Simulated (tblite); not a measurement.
**C4H12P2Si: geometry relaxation**

C4H12P2Si, computed with GFN2-xTB geometry optimisation, gas phase (tblite 0.8.0).

It belongs to a series of runs on one base structure; here: H on C replaced by CH3.

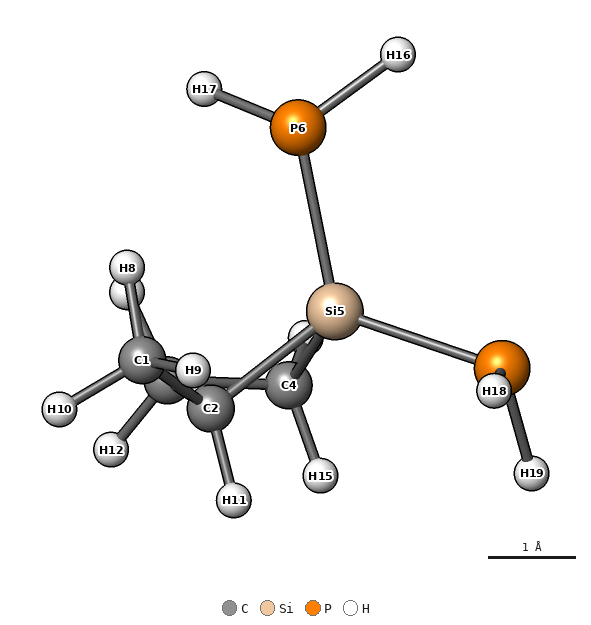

The starting structure (ball-and-stick view, seen at a tilt; atoms are numbered from 1 in the order of the input).

The input:
```
{"job": {"kind": "relax", "xc": "GFN2-xTB", "basis": "xTB"}, "charge": 0, "multiplicity": 1}
C     -1.201800    -0.250800     1.634000
C     -0.829200    -0.627300     0.222900
C     -1.381700     0.243000    -0.853800
C     -0.176500    -0.050000    -1.707900
Si     0.850100     0.078000    -0.156000
P      1.217600     2.094500     0.594400
P      2.532300    -1.321200    -0.080600
H     -1.016500     0.828900     1.781200
H     -0.559900    -0.824900     2.344100
H     -2.275700    -0.526800     1.837900
H     -0.934900    -1.711100     0.012300
H     -2.334300    -0.155100    -1.311200
H     -1.466700     1.315900    -0.521200
H      0.063500     0.683200    -2.490500
H     -0.197000    -1.111900    -2.044900
H      2.575300     2.551600     0.449000
H      0.241100     3.076400     0.194700
H      2.564200    -1.977700     1.213100
H      2.320500    -2.305400    -1.124900
```

The first line tells a small driver script what to run in tblite; the rest is the geometry in Å.

Launched with:
```bash
OMP_NUM_THREADS=1 python <driver script> task.json out
```

Output:
```
step      E/eV     max force
  0    -580.34401    2.899
  1    -580.87466    2.051
  2    -581.46890    1.730
  3    -581.92527    1.976
  4    -582.20936    1.275
  5    -582.30143    0.569
  6    -582.37039    0.468
  7    -582.40102    0.561
  8    -582.44010    0.445
  9    -582.46451    0.368
 10    -582.48930    0.429
 11    -582.51357    0.476
 12    -582.53660    0.334
 13    -582.55326    0.381
 14    -582.56674    0.273
 15    -582.57719    0.248
 16    -582.58525    0.208
 17    -582.59140    0.190
 18    -582.59608    0.176
 19    -582.60058    0.164
 20    -582.60604    0.199
 21    -582.61301    0.192
 22    -582.62178    0.244
 23    -582.63135    0.235
 24    -582.63970    0.186
 25    -582.64614    0.160
 26    -582.65129    0.138
 27    -582.65616    0.141
 28    -582.66120    0.149
 29    -582.66582    0.143
 30    -582.66960    0.132
 31    -582.67291    0.141
 32    -582.67587    0.133
 33    -582.67793    0.098
 34    -582.67904    0.089
 35    -582.67973    0.070
 36    -582.68045    0.069
 37    -582.68129    0.075
 38    -582.68212    0.066
 39    -582.68283    0.059
 40    -582.68348    0.058
 41    -582.68420    0.057
 42    -582.68497    0.064
 43    -582.68569    0.062
 44    -582.68637    0.060
 45    -582.68712    0.056
 46    -582.68809    0.070
 47    -582.68910    0.095
 48    -582.69008    0.110
 49    -582.69091    0.094
 50    -582.69164    0.060
 51    -582.69230    0.063
 52    -582.69292    0.056
 53    -582.69355    0.069
 54    -582.69431    0.066
 55    -582.69528    0.094
 56    -582.69641    0.109
 57    -582.69747    0.084
 58    -582.69832    0.063
 59    -582.69905    0.060
 60    -582.69980    0.079
 61    -582.70044    0.123
 62    -582.70123    0.086
 63    -582.70191    0.043
 64    -582.70249    0.056
 65    -582.70307    0.083
 66    -582.70383    0.091
 67    -582.70450    0.067
 68    -582.70499    0.035
 69    -582.70527    0.031
 70    -582.70549    0.037
 71    -582.70569    0.032
 72    -582.70586    0.031
 73    -582.70605    0.038
 74    -582.70625    0.033
 75    -582.70645    0.032
 76    -582.70665    0.038
 77    -582.70692    0.042
 78    -582.70727    0.048
 79    -582.70765    0.052
 80    -582.70797    0.049
 81    -582.70827    0.042
 82    -582.70862    0.053
 83    -582.70909    0.065
 84    -582.70962    0.065
 85    -582.71010    0.071
 86    -582.71054    0.055
 87    -582.71089    0.059
 88    -582.71130    0.054
 89    -582.71165    0.035
 90    -582.71186    0.036
 91    -582.71200    0.038
 92    -582.71216    0.042
 93    -582.71236    0.036
 94    -582.71274    0.040
 95    -582.71286    0.030
 96    -582.71298    0.025
 97    -582.71305    0.023
 98    -582.71311    0.018
 99    -582.71317    0.022
100    -582.71322    0.021
101    -582.71328    0.016
102    -582.71333    0.016
103    -582.71338    0.017
104    -582.71344    0.018
105    -582.71352    0.019
106    -582.71361    0.025
107    -582.71371    0.027
108    -582.71383    0.034
109    -582.71397    0.028
110    -582.71415    0.027
111    -582.71433    0.033
112    -582.71451    0.039
113    -582.71470    0.038
114    -582.71494    0.030
115    -582.71518    0.030
116    -582.71535    0.075
117    -582.71545    0.068
118    -582.71569    0.035
119    -582.71587    0.031
120    -582.71604    0.020
121    -582.71608    0.018
122    -582.71613    0.012
123    -582.71617    0.012
124    -582.71625    0.014
125    -582.71630    0.017
126    -582.71636    0.020
127    -582.71643    0.019
128    -582.71652    0.020
129    -582.71666    0.024
130    -582.71683    0.026
131    -582.71700    0.024
132    -582.71716    0.032
133    -582.71736    0.048
134    -582.71762    0.050
135    -582.71789    0.032
136    -582.71807    0.025
137    -582.71817    0.024
138    -582.71828    0.030
139    -582.71839    0.028
140    -582.71848    0.025
141    -582.71852    0.017
142    -582.71855    0.010
143    -582.71857    0.010
```

Trajectory as extended XYZ (Å, eV, eV/Å), 5 of the 144 frames kept, from step=0 to step=143:
```
19
Properties=species:S:1:pos:R:3:forces:R:3 step=0 energy=-580.34401
C    -1.2018   -0.2508    1.6340   -1.0730  -0.9040   0.9270
C    -0.8292   -0.6273    0.2229   -0.7010  -0.1800   2.8070
C    -1.3817    0.2430   -0.8538   -1.3960  -0.5870  -1.0290
C    -0.1765   -0.0500   -1.7079    0.5890   0.8850  -2.2530
Si    0.8501    0.0780   -0.1560    1.3330  -0.5860  -0.6350
P     1.2176    2.0945    0.5944    0.1320   0.9470   1.8450
P     2.5323   -1.3212   -0.0806    2.2950  -0.5490   0.0100
H    -1.0165    0.8289    1.7812   -0.3330  -0.5770   0.0850
H    -0.5599   -0.8249    2.3441   -0.5430   0.4920  -0.3550
H    -2.2757   -0.5268    1.8379    0.9200   0.5410   0.0870
H    -0.9349   -1.7111    0.0123   -0.1210   0.6540   0.2240
H    -2.3343   -0.1551   -1.3112    0.6160   0.8110   0.4920
H    -1.4667    1.3159   -0.5212   -0.0580  -1.0980  -0.5040
H     0.0635    0.6832   -2.4905   -0.3880  -0.5810  -0.3440
H    -0.1970   -1.1119   -2.0449   -0.0750   1.0490  -0.3030
H     2.5753    2.5516    0.4490   -1.3500  -0.1880  -0.6490
H     0.2411    3.0764    0.1947    1.2370  -0.7330  -0.4320
H     2.5642   -1.9777    1.2131   -0.6770   0.1150  -1.3660
H     2.3205   -2.3054   -1.1249   -0.4060   0.4890   1.3930
19
Properties=species:S:1:pos:R:3:forces:R:3 step=36 energy=-582.68045
C    -1.3421   -0.1806    1.7164    0.0090  -0.0020  -0.0260
C    -0.7761   -0.6389    0.3867    0.0370   0.0210  -0.0340
C    -1.3756    0.0569   -0.8466   -0.0300   0.0130  -0.0240
C    -0.1335    0.1760   -1.7404   -0.0670  -0.0060  -0.0140
Si    0.9752   -0.0039   -0.1692   -0.0100  -0.0190   0.0120
P     1.3650    1.9822    0.8468    0.0020  -0.0120   0.0580
P     2.8579   -1.2693   -0.1959   -0.0240   0.0320  -0.0190
H    -1.1830    0.8909    1.8392    0.0070   0.0070   0.0190
H    -0.8634   -0.6934    2.5481    0.0160  -0.0090  -0.0240
H    -2.4124   -0.3767    1.7623   -0.0170   0.0050   0.0120
H    -0.8828   -1.7225    0.2946    0.0240   0.0230   0.0190
H    -2.2075   -0.4744   -1.3069    0.0080  -0.0440   0.0010
H    -1.7236    1.0491   -0.5583   -0.0150   0.0130  -0.0280
H    -0.0885    1.0962   -2.3188    0.0290  -0.0200   0.0280
H    -0.0616   -0.6576   -2.4360    0.0280  -0.0040   0.0200
H     2.4773    2.2737    0.0798    0.0240  -0.0050  -0.0110
H     0.5248    2.6729   -0.0072   -0.0050   0.0220   0.0030
H     2.5534   -1.8689    1.0107    0.0180  -0.0020   0.0110
H     2.2866   -2.3026   -0.9126   -0.0320  -0.0140  -0.0020
19
Properties=species:S:1:pos:R:3:forces:R:3 step=72 energy=-582.70586
C    -1.3618   -0.1074    1.6806   -0.0020   0.0060   0.0180
C    -0.7616   -0.6340    0.3910   -0.0280  -0.0050   0.0100
C    -1.4027   -0.0789   -0.8934   -0.0180   0.0130  -0.0210
C    -0.1577    0.2215   -1.7411   -0.0010  -0.0010  -0.0140
Si    0.9608    0.0514   -0.1770   -0.0040  -0.0010  -0.0010
P     1.5021    1.9246    0.9724    0.0010  -0.0080   0.0210
P     2.7587   -1.3063   -0.4161    0.0040   0.0120   0.0110
H    -1.1920    0.9661    1.7654   -0.0120   0.0160   0.0030
H    -0.9111   -0.5896    2.5451    0.0250   0.0010  -0.0010
H    -2.4362   -0.2884    1.7105    0.0130  -0.0100  -0.0110
H    -0.7991   -1.7247    0.3947   -0.0110  -0.0190   0.0030
H    -2.0977   -0.7719   -1.3670    0.0170   0.0060  -0.0050
H    -1.9402    0.8421   -0.6702   -0.0010   0.0030   0.0030
H    -0.1960    1.1760   -2.2606    0.0080  -0.0120   0.0100
H     0.0295   -0.5525   -2.4830   -0.0090   0.0130  -0.0050
H     2.5846    2.2133    0.1620    0.0150   0.0050   0.0020
H     0.6617    2.7446    0.2406   -0.0100  -0.0060  -0.0170
H     2.7542   -1.6776    0.9157    0.0180   0.0130  -0.0020
H     1.9945   -2.3991   -0.7771   -0.0050  -0.0250  -0.0040
19
Properties=species:S:1:pos:R:3:forces:R:3 step=107 energy=-582.71371
C    -1.3694   -0.0679    1.6520    0.0110   0.0050   0.0050
C    -0.7921   -0.6508    0.3757   -0.0040   0.0070   0.0020
C    -1.4288   -0.1172   -0.9217   -0.0120  -0.0110   0.0020
C    -0.1857    0.2687   -1.7387   -0.0030   0.0010   0.0050
Si    0.9365    0.0177   -0.1905   -0.0010   0.0080  -0.0040
P     1.5112    1.8351    1.0324    0.0010   0.0000  -0.0020
P     2.7089   -1.3494   -0.5364   -0.0010   0.0070   0.0110
H    -1.2819    1.0187    1.6424   -0.0110   0.0050   0.0060
H    -0.8285   -0.4387    2.5201   -0.0160  -0.0170   0.0130
H    -2.4222   -0.3285    1.7603    0.0210   0.0010  -0.0050
H    -0.8498   -1.7402    0.4207    0.0040   0.0070  -0.0070
H    -2.0554   -0.8542   -1.4211   -0.0140   0.0010  -0.0180
H    -2.0386    0.7599   -0.7080    0.0040  -0.0050  -0.0020
H    -0.2412    1.2624   -2.1754    0.0030   0.0060  -0.0010
H     0.0167   -0.4333   -2.5446   -0.0040  -0.0060   0.0000
H     2.6433    2.0923    0.2805    0.0150   0.0020   0.0020
H     0.7435    2.7052    0.2781    0.0000   0.0070  -0.0010
H     2.9861   -1.4748    0.8132   -0.0050   0.0040  -0.0130
H     1.9375   -2.4960   -0.5466    0.0110  -0.0210   0.0080
19
Properties=species:S:1:pos:R:3:forces:R:3 step=143 energy=-582.71857
C    -1.3835   -0.1461    1.6610    0.0020   0.0000   0.0030
C    -0.8176   -0.6558    0.3493   -0.0050   0.0040   0.0000
C    -1.4585   -0.0511   -0.9133    0.0010  -0.0020   0.0070
C    -0.2155    0.2588   -1.7597    0.0050   0.0020   0.0030
Si    0.9118    0.0121   -0.2154    0.0020  -0.0030  -0.0070
P     1.4757    1.8508    0.9842    0.0030  -0.0030   0.0000
P     2.7043   -1.3387   -0.5324   -0.0090   0.0030   0.0010
H    -1.2599    0.9351    1.7302   -0.0020  -0.0050   0.0040
H    -0.8682   -0.6002    2.5050    0.0010   0.0020  -0.0010
H    -2.4454   -0.3770    1.7417    0.0060   0.0000  -0.0080
H    -0.8794   -1.7458    0.3278   -0.0050   0.0050  -0.0030
H    -2.1632   -0.7196   -1.4061    0.0020  -0.0040   0.0000
H    -1.9835    0.8685   -0.6570    0.0010   0.0000   0.0000
H    -0.2380    1.2353   -2.2360   -0.0030   0.0070  -0.0030
H    -0.0530   -0.4845   -2.5369    0.0030  -0.0050   0.0000
H     2.7008    1.9920    0.3552   -0.0010   0.0030   0.0010
H     0.8622    2.7373    0.1155   -0.0030  -0.0030  -0.0010
H     3.0987   -1.2528    0.7909   -0.0020  -0.0060  -0.0060
H     2.0024   -2.5090   -0.3113    0.0020   0.0050   0.0080
```

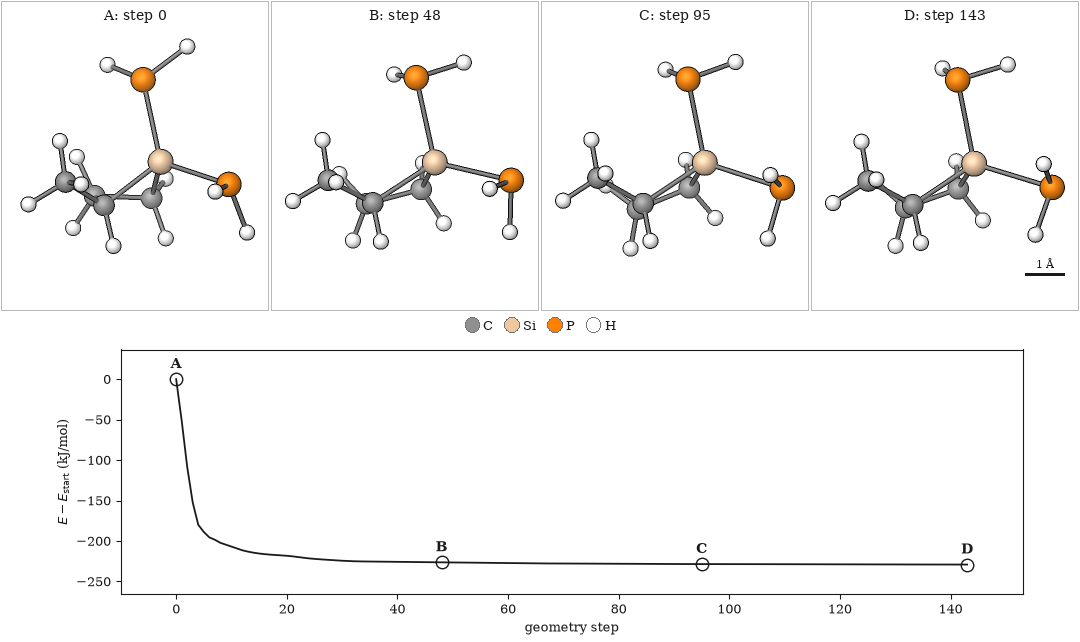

Frames of the relaxation (ball-and-stick view, seen at a tilt) above the curves, on which the letters mark them (steps are counted from 0).

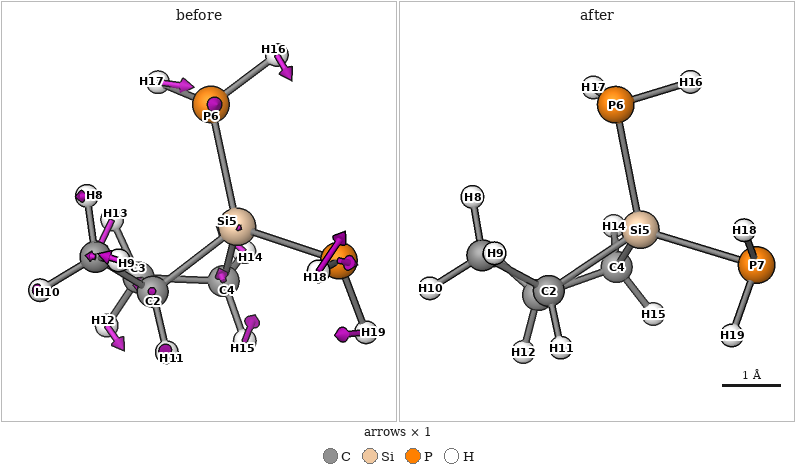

Before (left) and after (right) the relaxation, at one scale (ball-and-stick view, seen at a tilt). The pink arrows give the displacements, at true length. The largest move after the best rigid fit is that of H18, 1.00 Å. Largest moves by element: H 1.00 Å, P 0.53 Å, C 0.32 Å, Si 0.11 Å. Distances before and after: Si5–P6 2.183 → 2.267 Å, C2–Si5 1.860 → 1.938 Å, Si5–P7 2.189 → 2.267 Å, P7–H18 1.451 → 1.383 Å. Among the angles that change: Si5–P6–H16 114.7° → 93.6°, H16–P6–H17 113.2° → 92.4°, H18–P7–H19 109.8° → 92.5°. The energy falls by 229.1 kJ/mol in 143 geometry steps. Largest force component: 2.8 eV/Å at the start, 0.009 eV/Å at the end. (Atoms are counted from 1 in the order of the input.)

Summary:

| quantity | value |
| --- | --- |
| outcome | converged |
| total energy | −582.7186 eV |
| hardware | 1 CPU thread, shared host |
| wall time | 2.4 s |
| peak memory | 0.18 GiB |
